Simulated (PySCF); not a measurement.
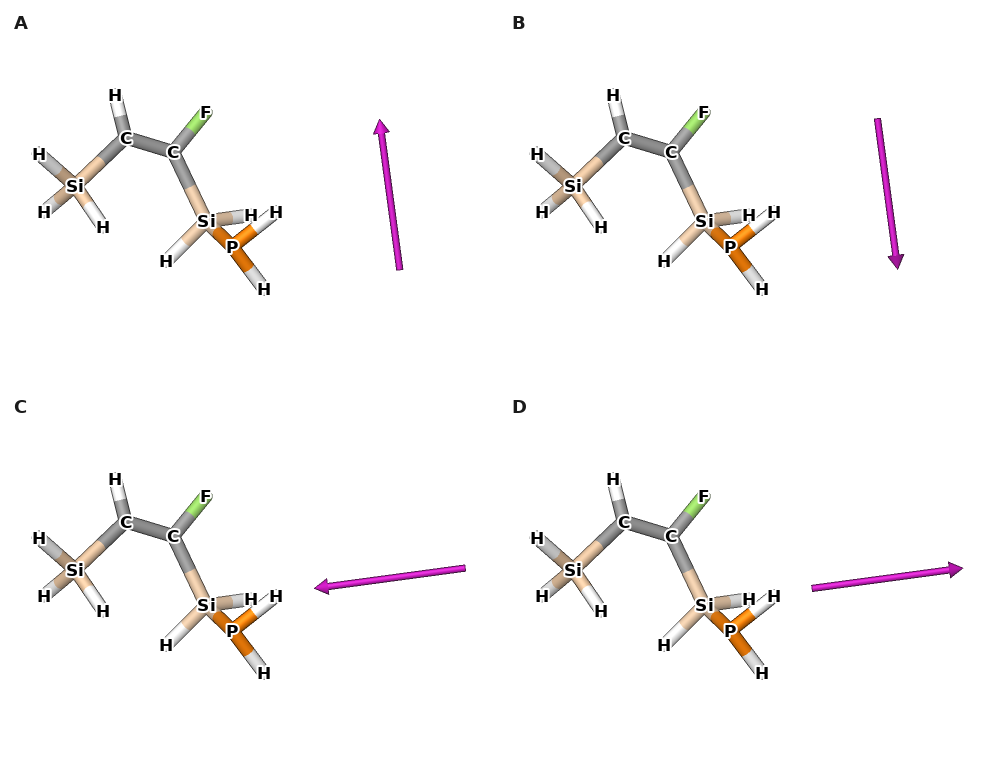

The same molecule four times, each with an arrow. The geometry was computed by an optimisation with GFN2-xTB. No frequency run is at hand to confirm it as a minimum. Properties computed with PBE0/pcSseg-1, gas phase (PySCF 2.14.0).

Which arrow points along the dipole moment, from the negative to the positive end?

Answer. B. The dipole moment is 0.97 D.

The geometry is semi-empirical. Around P, Si such bond lengths and angles can be off by a tenth of an ångström or more and by several degrees, and values that hang on the shape move with them.
